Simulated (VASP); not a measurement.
Band structure of CaZn2Si2 (space group I4/mmm). These are PBEsol GGA, VASP's PBE PAW potentials (set 64) (plane waves; VASP) values and carry that method's errors.

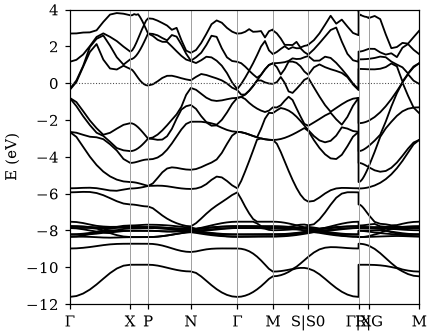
*Bands along high-symmetry lines, zero at the valence-band maximum or, without a gap, the Fermi level*

Question: Read the plot: is there a gap, and where are the band edges?

Answer: It has no gap at this level: it comes out as a metal or semimetal. (Edges off the drawn lines would not show.)

The structure comes from a computed database's CaZn2Si2 entry (I4/mmm); how it stands against other phases isn't given here. It was relaxed first.
